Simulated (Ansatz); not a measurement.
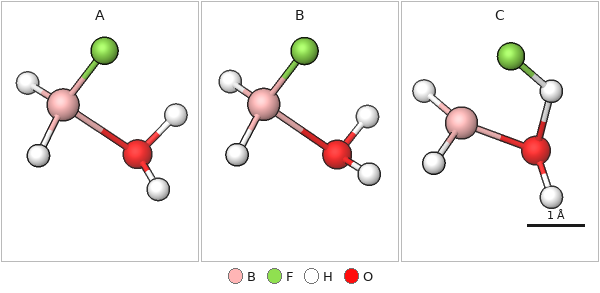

3 geometries from a converged minimum-energy path of BH4OF, shuffled. The picture is a ball-and-stick view, seen from a free direction.

Level of theory: Ansatz 0.2.0, RKS CAM-B3LYP-D4/6-31G*. Set-up: 5 movable images; climbing image; force threshold 0.03 eV/Å; iteration limit 60; starting path through a guess of the saddle point.

Q: One of them is the converged climbing image. Which?

A: C. In order along the path, whose images run from 0 to 6: B (image 0, 0.0 kcal/mol), A (image 1, +0.1 kcal/mol), C (image 4, +19.7 kcal/mol). Breaking: B–F (1.37 → 2.75 Å), H–O (0.97 → 1.86 Å). Forming: F–H (2.52 → 0.94 Å).
